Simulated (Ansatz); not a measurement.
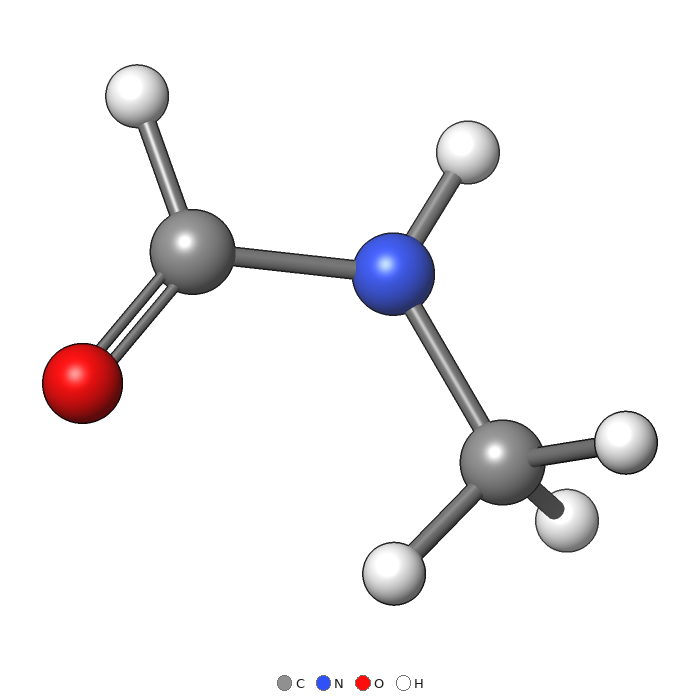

A ball-and-stick model of a molecule.

Question: Give the formula.

Answer: C2H5NO, 9 atoms: 2 carbon, 5 hydrogen, 1 nitrogen and 1 oxygen.

Question: Name some functional groups or characteristic bonds that it holds.

Answer: Among them: amide.

Question: Write the SMILES.

Answer: CNC=O

The parts below concern this one geometry. Atoms keep their numbers from picture to picture. The computed structure is the end point of a PBE0-D4/def2-TZVP optimisation.

## Vibrations

Harmonic vibrations computed with RKS PBE0-D4/def2-TZVP (Ansatz 0.2.0) at a stationary point of the same level.

Question: How many vibrational modes are there, and where do they lie?

Answer: 21 modes: 72, 277, 298, 545, 773, 982, 1029, 1151, 1159, 1240, 1421, 1435, 1488, 1493, 1566, 1811, 2961, 3049, 3109, 3167, 3665 cm⁻¹.

## Dipole moment

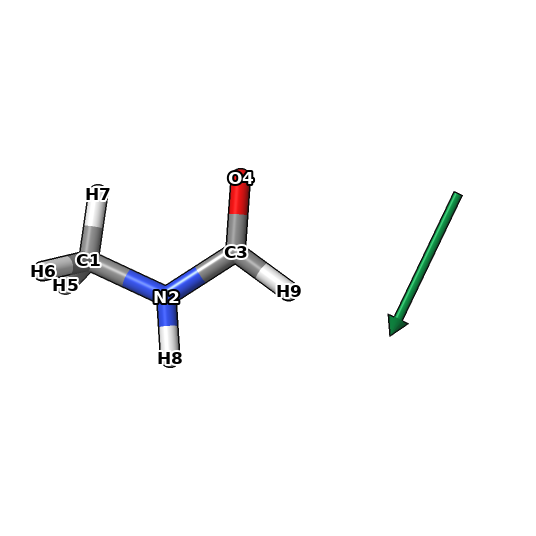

The arrow beside the molecule shows the direction of the dipole moment, from the negative to the positive end (its length means nothing). Level of theory: RKS PBE0-D4/def2-TZVP (Ansatz 0.2.0).

Question: How large is the dipole moment?

Answer: 3.97 D; it points from the side of O4 to the side of H8 (the outermost atoms at the two ends).

## Levels of theory compared

Program: Ansatz 0.2.0.

Tabulate HOMO–LUMO gap (eV) at these levels: B97M-V/def2-TZVPP; CAM-B3LYP-D4/def2-TZVPP; HSE06 (plane-wave form)-D4/def2-TZVPP; PBE-D4/def2-TZVPP; PBE0-D4/def2-SVP; SPW92 (LDA)/def2-TZVPP; r2SCAN0-D4/def2-TZVPP; r2SCANh-D4/def2-TZVPP; ωB97M-V/def2-QZVPP.

```tsv
level	HOMO–LUMO gap (eV)
B97M-V/def2-TZVPP	6.27
CAM-B3LYP-D4/def2-TZVPP	10.59
HSE06 (plane-wave form)-D4/def2-TZVPP	7.41
PBE-D4/def2-TZVPP	5.44
PBE0-D4/def2-SVP	8.33
SPW92 (LDA)/def2-TZVPP	5.35
r2SCAN0-D4/def2-TZVPP	8.61
r2SCANh-D4/def2-TZVPP	7.06
ωB97M-V/def2-QZVPP	11.26
```
